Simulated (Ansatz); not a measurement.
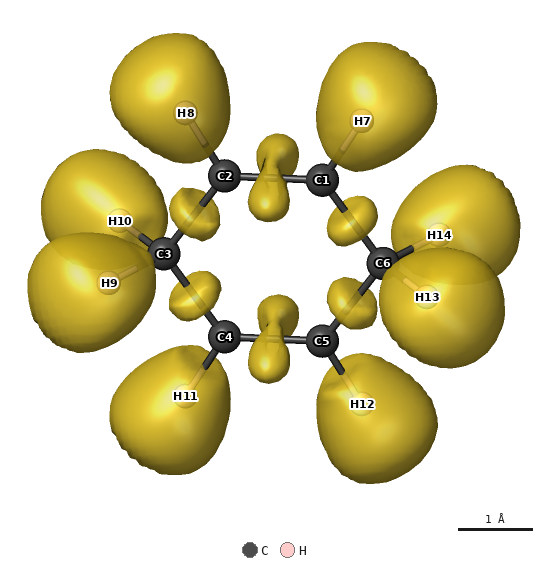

Figure 1: C6H8 (SMILES C1=CCC=CC1). Isosurface of the electron localisation function at 0.85 (yellow), seen at a tilt. Only the valence region is drawn (cores and ρ < 0.01 e/Å³ removed).

Geometry: PBE0-D4/def2-TZVP.

Theory: RKS PBE0-D4/def2-TZVPP (Ansatz 0.2.0).

```xyz
14

C    -0.8544   -0.9934    0.5214
C     0.4484   -1.1119    0.7427
C     1.4619   -0.1318    0.2501
C     0.8548    0.9915   -0.5245
C    -0.4480    1.1099   -0.7458
C    -1.4623    0.1340   -0.2466
H    -1.5328   -1.7469    0.9115
H     0.8183   -1.9606    1.3109
H     2.0367    0.2679    1.0979
H     2.2113   -0.6482   -0.3667
H     1.5337    1.7418   -0.9196
H    -0.8174    1.9555   -1.3190
H    -2.2036    0.6533    0.3777
H    -2.0465   -0.2612   -1.0899
```

> What do the ELF domains correspond to?

The ELF exceeds this value in six regions between bonded C–C atoms (shared pairs) and eight regions around hydrogen nuclei. Along the contacts the grid gives the following. C–C (1.33 Å): the ELF peaks at about 0.95 between the atoms (a multiple bond). C–H (1.09 Å): the ELF climbs to about 1 towards the hydrogen, as it does in any bond to H (a covalent bond by its length).
